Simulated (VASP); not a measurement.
Band structure of CsCl (space group F-43m). Method: PBE GGA, VASP's PBE PAW potentials (set 64) (plane waves; VASP 6.6.1).

Unless said otherwise, spin-orbit coupling is left out, though it shifts the bands of the heavy elements here.

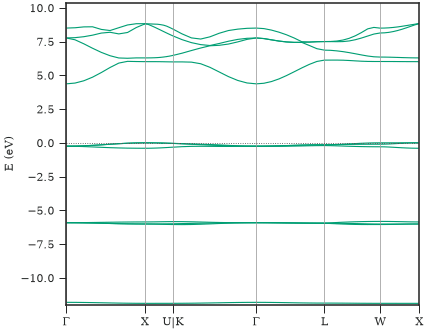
Bands along high-symmetry lines, zero at the valence-band maximum or, without a gap, the Fermi level

Read the plot: is there a gap, and where are the band edges?

The gap is indirect, 4.37 eV, from the valence maximum at W-X at 0.11 to the conduction minimum at Γ.

The structure was generated: CsCl was put into an ordered model structure, which need not be its known phase. The cell was not relaxed at this level.
